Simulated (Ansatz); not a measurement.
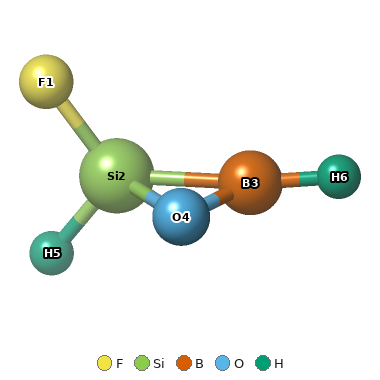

The system is BFH2OSi, SMILES F[SiH]1BO1; the picture shows the reference structure. First axis: angle F1–Si2–O4. Second axis: angle H6–B3–O4. Nothing is relaxed (all other coordinates rigid). The grid has 9 × 9 points. All energies are given in kJ/mol relative to the relaxed molecule at the same level. Level of theory: Ansatz 0.2.0, RKS wB97X-V/def2-SVP.

Its coordinates:

```xyz
6

F    -1.7809   -0.5616   -0.9327
Si   -0.3878    0.2037   -0.6166
B     0.4760    0.1172    1.0636
O     0.7884   -0.8367    0.1558
H     0.0974    0.7280   -1.9098
H     0.8490    0.2853    2.1935
```

Range: angle F1–Si2–O4 from 87.5 to 137.5°; angle H6–B3–O4 from 96.1 to 166.1°.

**What landscape does the calculation give?**

The lowest grid point is at angle F1–Si2–O4 = 112.5°, angle H6–B3–O4 = 131.1°, 0 kJ/mol from the relaxed molecule at the same level. It is the only kind of minimum in the scanned range. The highest grid point, angle F1–Si2–O4 = 87.5°, angle H6–B3–O4 = 96.1°, lies 146 kJ/mol above the lowest. Round the minimum the two coordinates are weakly coupled (coupling 0.09 in units of the two stiffnesses).

```csv
"angle H6–B3–O4 ↓, angle F1–Si2–O4 →",87.5,93.8,100.0,106.3,112.5,118.8,125.0,131.3,137.5
166.1,108,84,70,64,63,69,79,94,113
157.4,84,60,45,37,36,41,51,65,84
148.6,67,42,26,18,16,20,29,44,62
139.9,58,32,16,7,4,8,16,30,48
131.1,57,30,13,3,0,3,11,24,41
122.4,65,37,18,8,4,7,14,27,44
113.6,81,52,34,22,18,20,27,39,56
104.9,108,78,59,47,43,44,51,63,79
96.1,146,116,96,84,80,81,87,99,115
```

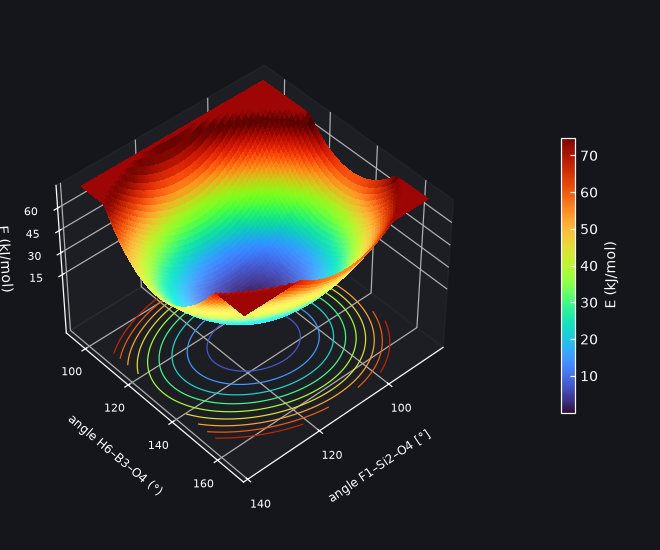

In the figure: a relief with its contours projected below, any walls above the top of the colour scale cut off. Between grid points the surface is interpolated.

Each point was launched as `ansatz run input.yaml --threads 1 --pin off --max-ram 2560MiB --backend cpu --events-out ev --progress --plain --runs-dir out`. The whole map (81 points run) took 10 min on 1 thread of Arm Neoverse V2, with other jobs on the host.
